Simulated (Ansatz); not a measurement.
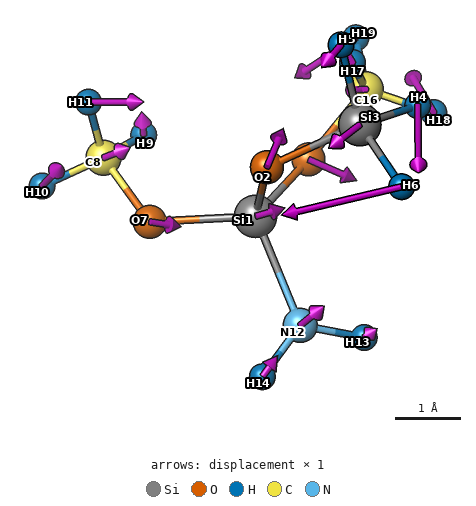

A relaxation of C2H11NO3Si2. The starting structure is drawn; purple arrows show the displacements, at their true length. The two geometries are superimposed by the best rigid fit.

The picture is a ball-and-stick view, seen at a tilt.

The run prepares the start of a later molecular dynamics calculation, from a guessed geometry.

Theory: RKS r2SCAN-D4/STO-3G (Ansatz). Set-up: no spin polarisation; force threshold 0.02 eV/Å; at most 40 steps.

Q: Which element moves most?

A: Hydrogen: up to 1.94 Å, against 0.91 Å for carbon.

Q: What happened in the run?

A: After 27 accepted moves (31 points after the start) the energy has fallen by 48.0 kcal/mol. The largest force component goes from 2.5 to 0.014 eV/Å. The line search rejected the trial steps at points 11, 18, 19, 25 of the run. The forces were under the threshold at step 26, but the run went on from there. The atom that moves furthest after the best rigid fit is an H atom (1.94 Å). Largest moves by element: H 1.94 Å, C 0.91 Å, O 0.86 Å, Si 0.76 Å, N 0.65 Å. Among the contacts that change: N–Si 1.819 → 1.755 Å, C–O 1.420 → 1.460 Å, O–Si 1.680 → 1.711 Å, H–N 1.060 → 1.047 Å. Bond angles that change, for instance: H–N–H 120.0° → 104.9°, Si–O–C 125.0° → 111.3°, Si–O–C 125.0° → 111.7°. Groups turn about O–Si by about 70°, C–O by about 60°, O–Si by about 55°.

Limits of the set-up: STO-3G is a minimal basis, so the numbers are rough.
